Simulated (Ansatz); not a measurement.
# Geometry relaxation of CH$_{7}$BO (part 1 of 2)

The run: geometry relaxation of CH$_{7}$BO. Method and program: RKS B3LYP-D4/cc-pVDZ (Ansatz 0.2.0).

The input holds or restrains some coordinates. Forces given for the steps count only the free coordinates. It belongs to a series of runs on one base structure; here: pulled along the bonds that form and break, towards end B. Figures and captions count atoms from 1; the log counts them from 0 in places.

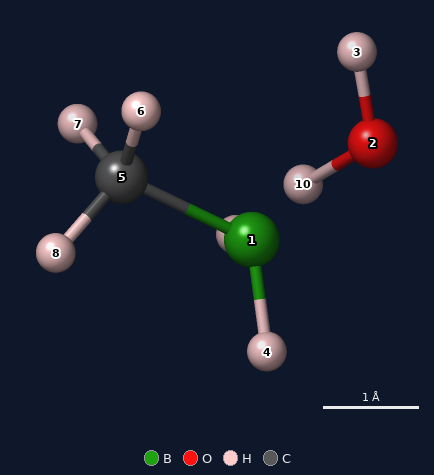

Fig. 1: The input geometry (ball-and-stick view, seen at a tilt; atoms are numbered from 1 in the order of the input).

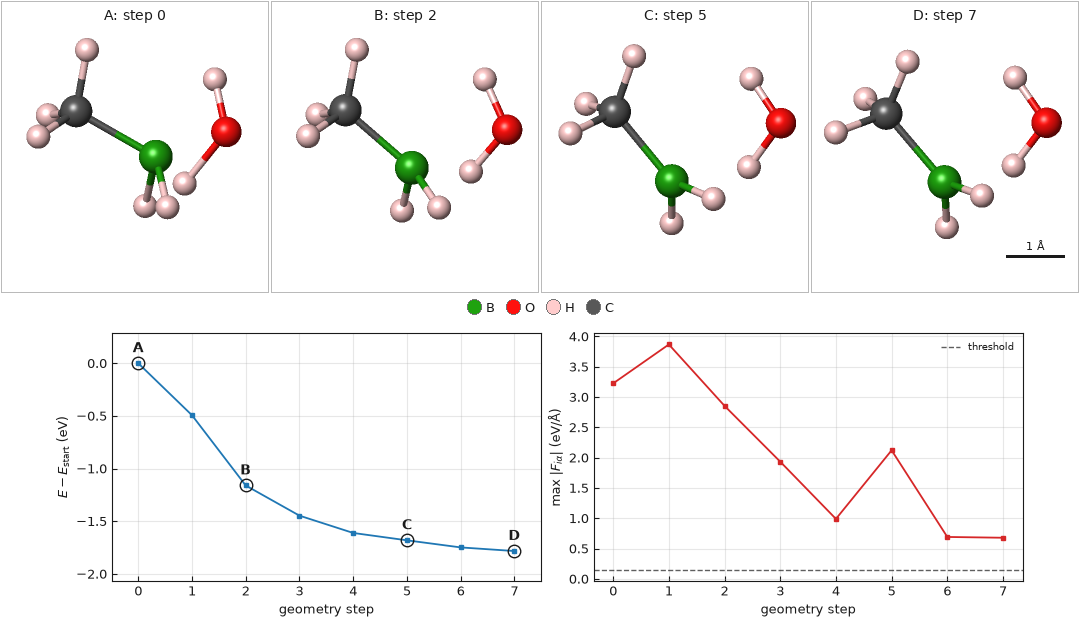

Fig. 2: Frames of the restrained relaxation (ball-and-stick view, seen at a tilt) above the curves, on which the letters mark them (the first geometry is step 0 here and step 1 in the log).

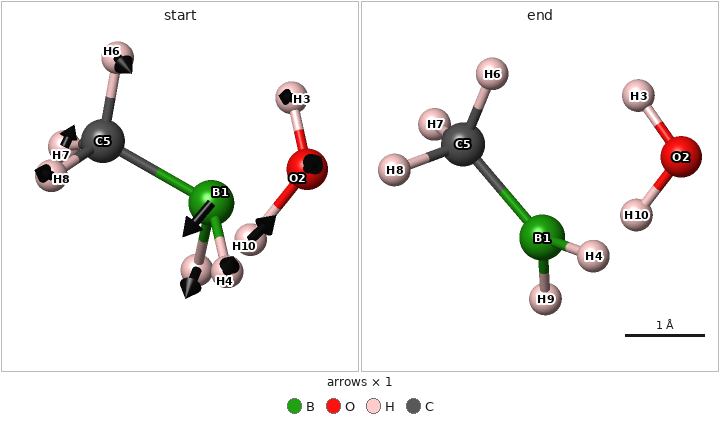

Fig. 3: Before (left) and after (right) the restrained relaxation, at one scale (ball-and-stick view, seen at a tilt). The black arrows give the displacements, at true length. B1 moves most after the best rigid fit: 0.58 Å. Largest moves by element: B 0.58 Å, H 0.54 Å, O 0.42 Å, C 0.05 Å. Distances before and after: B1–H9 1.490 → 1.200 Å, O2–H10 1.233 → 0.988 Å, O2–H3 1.010 → 0.972 Å, B1–C5 1.600 → 1.565 Å. Among the angles that change: H4–B1–H9 96.8° → 117.8°, C5–B1–H9 101.3° → 120.2°, H3–O2–H10 114.8° → 103.3°. The energy falls by 1.783 eV in 7 geometry steps. The largest force component goes from 3.2 to 0.68 eV/Å. (Atoms are counted from 1 in the order of the input.)

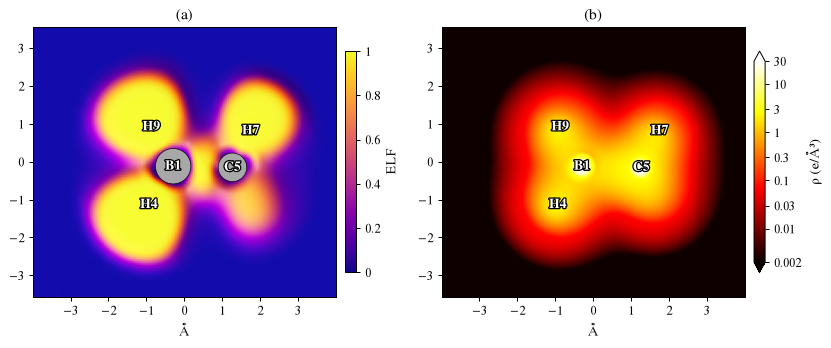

Fig. 4: (a) electron localisation function; (b) electron density on the plane of atoms H4, B1 and C5. Grey discs, where drawn, cover atomic cores. The section cuts through B, H and C sites. C–B (1.57 Å): ρ at the midpoint is about 1.4 e/Å³; the ELF peaks at about 1 between the atoms, as expected for localised, shared-pair bonding.

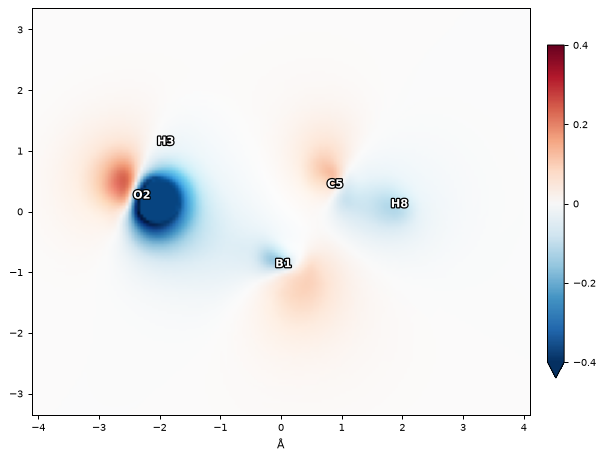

Fig. 5: The HOMO−1 on the plane of atoms B1, C5 and H8 (values in Å⁻³ᐟ²; the overall sign is arbitrary). It lies mainly on O2 (30 %), B1 (20 %), H4 (20 %) and H9 (10 %). Its energy is −8.75 eV.

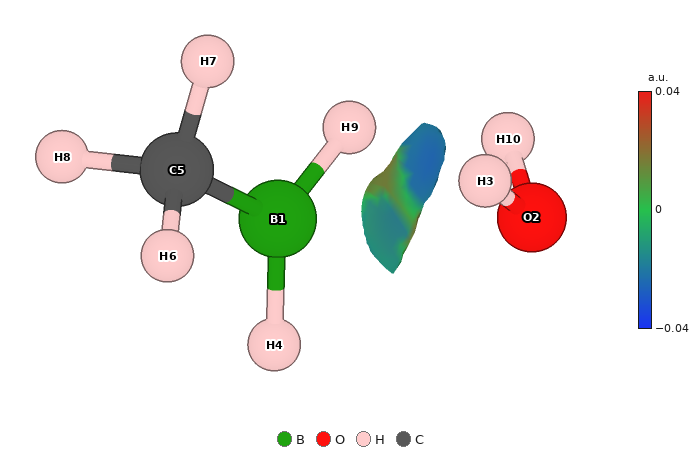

Fig. 6: Non-covalent interaction (NCI) plot: the surface where the reduced density gradient is 0.4, for densities under 0.05 a.u., coloured by sign(λ₂)ρ; seen from the side.

The input and output of the run follow.

### Input file
```yaml
crystal:
  periodic: [false, false, false]
  atoms:
    - { symbol: B, position_ang: [0.0, 0.0, 0.0] }
    - { symbol: O, position_ang: [0.0, 0.0, 1.76] }
    - { symbol: H, position_ang: [-0.9095, -0.2814, 2.0971] }
    - { symbol: H, position_ang: [1.0305, 0.0, -0.595] }
    - { symbol: C, position_ang: [-1.3856, 0.0, -0.8] }
    - { symbol: H, position_ang: [-1.9458, -0.9305, -0.5708] }
    - { symbol: H, position_ang: [-1.9898, 0.8797, -0.4946] }
    - { symbol: H, position_ang: [-1.1839, 0.0508, -1.8903] }
    - { symbol: H, position_ang: [0.0668, 1.4124, 0.4698] }
    - { symbol: H, position_ang: [0.0544, 1.1498, 1.3187] }
basis:
  gaussian: { orbitals: cc-pVDZ }
hamiltonian:
  xc: b3lyp
  dispersion: d4
relax:
  f_tol: 0.15
  max_steps: 25
  restrain:
    - { distance: [0, 8], at: 1.19, k: 30.0 }
    - { distance: [9, 1], at: 1.01, k: 30.0 }
    - { distance: [0, 1], at: 2.61, k: 30.0 }
    - { distance: [9, 8], at: 1.86, k: 30.0 }
output:
  orbitals: {}
```

Command:
```bash
ansatz run input.yaml --threads 1 --pin off --max-ram 2048MiB --backend cpu --events-out ev --progress --plain --runs-dir out
```

### The program's output
```
The last accepted step is kept in [file] (removed where the run ends without a failure and the disk answers)
Engine: ansatz 0.2.0, aarch64-unknown-linux-gnu
Functional definition: B3LYP
  parameter a0 = 0.2
  parameter ax = 0.72
  parameter ac = 0.81
  exchange = (1 - a0 - ax)*slater_x + ax*b88_x + a0*exact_x
  correlation = (1 - ac)*vwn_rpa_c + ac*lyp_c
815 factors; integrals over basis functions are off by at most 3.7e-4 eV
mean field evaluation 1: about -3865.7098 eV, gradient 5.6e1 eV
mean field evaluation 2: about -3859.1572 eV, gradient 8.0e1 eV
mean field evaluation 4: about -3872.4554 eV, gradient 2.7e0 eV
mean field evaluation 8: about -3872.4777 eV, gradient 1.7e-2 eV
mean field -3872.47771413 eV, -142.3109311345 hartree, gradient 3.4e-5 eV, S^2 0.000000; 0 other end points of the search recorded, 0 dependent functions left out
the calculation of the forces begins
reference -3872.47793193 eV, -142.3109391385 hartree; 13, 13 occupied and 64, 64 virtual orbitals, 815 factors
relax step   1: F+E_penalty+E_count = -3872.66503912 eV  Δ(F+E_penalty+E_count) = +0.000e0 eV  max|allowed force component| = 3.226e0 eV/Å  E_restraint = 27.08387916 eV  max|allowed force component, restraints' pulls added| = 3.295e1 eV/Å  Δτ_max = 0.0000 Å  (23 SCF iters, accepted)
  distance B 0 - H 8 = 1.4900 Å
  distance H 9 - O 1 = 1.2328 Å
  distance B 0 - O 1 = 1.7600 Å
  distance H 9 - H 8 = 0.8887 Å
these checks for a lower state are left out or cut short: starts, cluster_reference, orbital_swaps, neighbouring_geometries, increment
816 factors; integrals over basis functions are off by at most 9.9e-4 eV
mean field evaluation 16: about -3872.9733 eV, gradient 1.0e0 eV
mean field -3872.97451102 eV, -142.3291880838 hartree, gradient 2.7e-5 eV, S^2 0.000000; 0 other end points of the search recorded, 0 dependent functions left out
the calculation of the forces begins
reference -3872.97472484 eV, -142.3291959414 hartree; 13, 13 occupied and 64, 64 virtual orbitals, 816 factors
relax step   2: F+E_penalty+E_count = -3873.15860782 eV  Δ(F+E_penalty+E_count) = -4.936e-1 eV  max|allowed force component| = 3.868e0 eV/Å  E_restraint = 11.83909707 eV  max|allowed force component, restraints' pulls added| = 1.973e1 eV/Å  Δτ_max = 0.1950 Å  (28 SCF iters, accepted)
  distance B 0 - H 8 = 1.3845 Å
  distance H 9 - O 1 = 1.1519 Å
  distance B 0 - O 1 = 2.0090 Å
  distance H 9 - H 8 = 1.2516 Å
these checks for a lower state are left out or cut short: starts, cluster_reference, orbital_swaps, neighbouring_geometries, increment
816 factors; integrals over basis functions are off by at most 1.3e-3 eV
mean field -3873.64880297 eV, -142.3539678557 hartree, gradient 2.2e-5 eV, S^2 0.000000; 0 other end points of the search recorded, 0 dependent functions left out
the calculation of the forces begins
reference -3873.64901783 eV, -142.3539757518 hartree; 13, 13 occupied and 64, 64 virtual orbitals, 816 factors
relax step   3: F+E_penalty+E_count = -3873.82562256 eV  Δ(F+E_penalty+E_count) = -6.670e-1 eV  max|allowed force component| = 2.855e0 eV/Å  E_restraint = 2.90622179 eV  max|allowed force component, restraints' pulls added| = 9.111e0 eV/Å  Δτ_max = 0.1948 Å  (28 SCF iters, accepted)
  distance B 0 - H 8 = 1.2558 Å
  distance H 9 - O 1 = 1.0233 Å
  distance B 0 - O 1 = 2.2791 Å
  distance H 9 - H 8 = 1.5776 Å
these checks for a lower state are left out or cut short: starts, cluster_reference, orbital_swaps, neighbouring_geometries, increment
815 factors; integrals over basis functions are off by at most 7.6e-4 eV
mean field evaluation 32: about -3873.9414 eV, gradient 1.6e-5 eV
mean field -3873.94142360 eV, -142.3647214654 hartree, gradient 1.6e-5 eV, S^2 0.000000; 0 other end points of the search recorded, 0 dependent functions left out
the calculation of the forces begins
reference -3873.94164092 eV, -142.3647294520 hartree; 13, 13 occupied and 64, 64 virtual orbitals, 815 factors
relax step   4: F+E_penalty+E_count = -3874.11200206 eV  Δ(F+E_penalty+E_count) = -2.864e-1 eV  max|allowed force component| = 1.934e0 eV/Å  E_restraint = 0.10197162 eV  max|allowed force component, restraints' pulls added| = 2.264e0 eV/Å  Δτ_max = 0.1946 Å  (27 SCF iters, accepted)
  distance B 0 - H 8 = 1.1844 Å
  distance H 9 - O 1 = 0.9620 Å
  distance B 0 - O 1 = 2.5507 Å
  distance H 9 - H 8 = 1.8292 Å
these checks for a lower state are left out or cut short: starts, cluster_reference, orbital_swaps, neighbouring_geometries, increment
815 factors; integrals over basis functions are off by at most 8.1e-4 eV
mean field -3874.10518231 eV, -142.3707394872 hartree, gradient 2.5e-5 eV, S^2 0.000000; 0 other end points of the search recorded, 0 dependent functions left out
the calculation of the forces begins
reference -3874.10539591 eV, -142.3707473367 hartree; 13, 13 occupied and 64, 64 virtual orbitals, 815 factors
relax step   5: F+E_penalty+E_count = -3874.27633110 eV  Δ(F+E_penalty+E_count) = -1.643e-1 eV  max|allowed force component| = 9.901e-1 eV/Å  E_restraint = 0.01012786 eV  max|allowed force component, restraints' pulls added| = 1.089e0 eV/Å  Δτ_max = 0.1999 Å  (26 SCF iters, accepted)
  distance B 0 - H 8 = 1.1967 Å
  distance H 9 - O 1 = 0.9983 Å
  distance B 0 - O 1 = 2.5880 Å
  distance H 9 - H 8 = 1.8629 Å
these checks for a lower state are left out or cut short: starts, cluster_reference, orbital_swaps, neighbouring_geometries, increment
815 factors; integrals over basis functions are off by at most 8.0e-4 eV
mean field -3874.17518892 eV, -142.3733121824 hartree, gradient 9.4e-6 eV, S^2 0.000000; 0 other end points of the search recorded, 0 dependent functions left out
the calculation of the forces begins
reference -3874.17540562 eV, -142.3733201461 hartree; 13, 13 occupied and 64, 64 virtual orbitals, 815 factors
```
